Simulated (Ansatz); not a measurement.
# H5O2Si2: rigid scan of one bond length in Python

How does the energy of H5O2Si2 change as one bond is stretched? Wanted for H5O2Si2: a rigid scan of one bond length.

All numbers are computed with the Python package of Ansatz 0.2.0. Level of theory: PBE0/def2-SVP.

## 1. The system

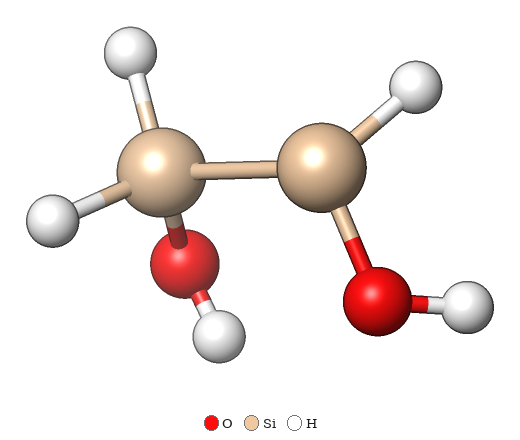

The structure that the script starts from, seen from a chosen angle (oxygen red, silicon light orange, hydrogen white).

The script holds or builds the structure itself.

## 2. The script

The input, h5o2si2_scan.py:

```python
import warnings

import ansatz as az
import numpy as np

warnings.simplefilter('ignore', az.DeckWarning)

geometry_ang = [
    ('O', (0.0244, 1.943, -0.6294)),
    ('Si', (-0.0322, 1.1354, 0.7923)),
    ('Si', (0.4596, -1.1009, 0.3815)),
    ('O', (-0.1237, -1.5779, -1.041)),
    ('H', (-0.8392, 2.462, -0.8727)),
    ('H', (-1.4013, 1.2784, 1.3422)),
    ('H', (1.9895, -1.2502, 0.2724)),
    ('H', (0.0397, -1.9427, 1.4953)),
    ('H', (-0.0284, -0.9932, -1.7579)),
]
geometry = az.Crystal.molecule()
for symbol, xyz in geometry_ang:
    geometry = geometry.atom(symbol, xyz)

symbols = [site.symbol for site in geometry.cartesian_sites]
start = np.array([site.position_ang for site in geometry.cartesian_sites])
axis = (start[0] - start[1]) / np.linalg.norm(start[0] - start[1])
moving = [0, 4]
lengths, energies = [1.39, 1.51, 1.64, 1.8, 2.05, 2.45, 2.94, 3.6], []
for length in lengths:
    xyz = start.copy()
    xyz[moving] += (length - np.linalg.norm(start[0] - start[1])) * axis
    point = az.Crystal.molecule()
    for symbol, xyz in zip(symbols, xyz):
        point = point.atom(symbol, xyz.tolist())
    calc = (
        point.calculation()
        .basis(gaussian='def2-SVP')
        .functional('pbe0')
        .spin('collinear', total=1)
    )
    rep = calc.run().report
    energies.append(rep['free_energy_ev'])
    print(f'r = {length:6.3f} A  E = {energies[-1]:.5f} eV  <S^2> = {abs(rep["mean_field"]["state"]["spin_squared"]):.3f}')

print('energy above the lowest point (eV):', [round(e - min(energies), 3) for e in energies])
```

## 3. The calls as engine input

The engine receives this input (first run):

```yaml
crystal:
  periodic: [false, false, false]
  atoms:
    - { symbol: O, position_ang: [0.01588783878404905, 1.8215437915547352, -0.4155883462770765] }
    - { symbol: Si, position_ang: [-0.0322, 1.1354, 0.7923] }
    - { symbol: Si, position_ang: [0.4596, -1.1009, 0.3815] }
    - { symbol: O, position_ang: [-0.1237, -1.5779, -1.041] }
    - { symbol: H, position_ang: [-0.8477121612159509, 2.3405437915547354, -0.6588883462770766] }
    - { symbol: H, position_ang: [-1.4013, 1.2784, 1.3422] }
    - { symbol: H, position_ang: [1.9895, -1.2502, 0.2724] }
    - { symbol: H, position_ang: [0.0397, -1.9427, 1.4953] }
    - { symbol: H, position_ang: [-0.0284, -0.9932, -1.7579] }
basis:
  gaussian:
    orbitals: def2-SVP
hamiltonian:
  xc: pbe0
magnetization:
  spin_polarized: true
  initial_magnetization: 1.0
```

## 4. Launch

On the command line:

```sh
> python h5o2si2_scan.py
```

The log of the run:

```text
r =  1.390 A  E = -19909.39086 eV  <S^2> = 0.754
r =  1.510 A  E = -19910.97900 eV  <S^2> = 0.754
r =  1.640 A  E = -19911.56131 eV  <S^2> = 0.754
r =  1.800 A  E = -19911.44463 eV  <S^2> = 0.754
r =  2.050 A  E = -19910.53547 eV  <S^2> = 0.754
r =  2.450 A  E = -19908.85636 eV  <S^2> = 0.759
r =  2.940 A  E = -19907.60065 eV  <S^2> = 1.117
r =  3.600 A  E = -19907.12580 eV  <S^2> = 1.308
energy above the lowest point (eV): [2.17, 0.582, 0.0, 0.117, 1.026, 2.705, 3.961, 4.436]
```

Run time: 30 s. Hardware: 1 thread of AMD EPYC 9B45 (Zen 5), shared host; peak memory 0.33 GiB.

## 5. What changed from run to run

The engine's inputs for some of the other runs:

Run 2, against run 1:

```diff
@@ -4 +4 @@
-    - { symbol: O, position_ang: [0.01588783878404905, 1.8215437915547352, -0.4155883462770765] }
+    - { symbol: O, position_ang: [0.02003930688051372, 1.8807792267968708, -0.5198664768909249] }
@@ -8 +8 @@
-    - { symbol: H, position_ang: [-0.8477121612159509, 2.3405437915547354, -0.6588883462770766] }
+    - { symbol: H, position_ang: [-0.8435606931194862, 2.3997792267968707, -0.763166476890925] }
```

Run 5, against run 1:

```diff
@@ -4 +4 @@
-    - { symbol: O, position_ang: [0.01588783878404905, 1.8215437915547352, -0.4155883462770765] }
+    - { symbol: O, position_ang: [0.03872091331460471, 2.14733868538648, -0.9891180646532423] }
@@ -8 +8 @@
-    - { symbol: H, position_ang: [-0.8477121612159509, 2.3405437915547354, -0.6588883462770766] }
+    - { symbol: H, position_ang: [-0.8248790866853952, 2.66633868538648, -1.2324180646532423] }
```

Run 6, against run 1:

```diff
@@ -4 +4 @@
-    - { symbol: O, position_ang: [0.01588783878404905, 1.8215437915547352, -0.4155883462770765] }
+    - { symbol: O, position_ang: [0.05255914030282028, 2.3447901361935983, -1.3367118333660706] }
@@ -8 +8 @@
-    - { symbol: H, position_ang: [-0.8477121612159509, 2.3405437915547354, -0.6588883462770766] }
+    - { symbol: H, position_ang: [-0.8110408596971797, 2.8637901361935985, -1.5800118333660707] }
```

Lines on the test bed's own set-up are left out of the output.

## 6. The engine's runs

One row for each of the 8 runs:

| run | distance (Å) | energy from run 3 (eV) | <S²> | SCF cycles | CPU time (s) |
| --- | --- | --- | --- | --- | --- |
| 1 | 1.39 | 2.1704 | 0.75 | 20 | 1.8 |
| 2 | 1.51 | 0.5823 | 0.75 | 19 | 1.8 |
| 3 | 1.64 | 0.0000 | 0.75 | 20 | 1.8 |
| 4 | 1.80 | 0.1167 | 0.75 | 20 | 1.8 |
| 5 | 2.05 | 1.0258 | 0.75 | 21 | 1.8 |
| 6 | 2.45 | 2.7049 | 0.76 | 46 | 3.2 |
| 7 | 2.94 | 3.9607 | 1.12 | 61 | 6.5 |
| 8 | 3.60 | 4.4355 | 1.31 | 104 | 11 |

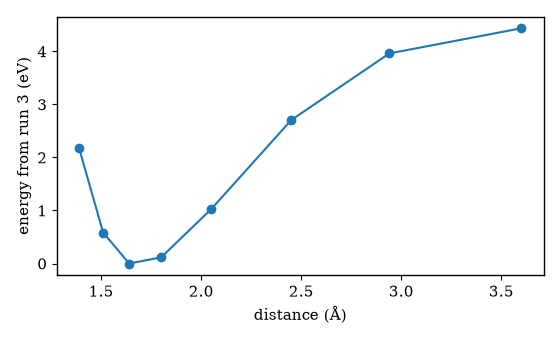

Energy against distance; lines join the points.

## 7. Outcome

| quantity | value |
| --- | --- |
| runs compared | 8 |
| range of energy | 4.436 eV |
| lowest point, distance (Å) | 1.64 |

The curve has its lowest point inside the range, at 1.64. The ends stand 2.17 and 4.44 eV above it. The distance scanned is the script's pair 1, 0. <S²> moves from 0.75 to 1.31: along the scan the mean field breaks spin symmetry. In CPU time, run 8 (distance 3.60) cost about 6.5 times as much as run 2 (distance 1.51). Reading the output:
- The rest of the molecule is held rigid at a force-field or estimated start geometry, and the basis set is modest; single-reference methods fail as a bond breaks.
- The species is open-shell (spin multiplicity 2).
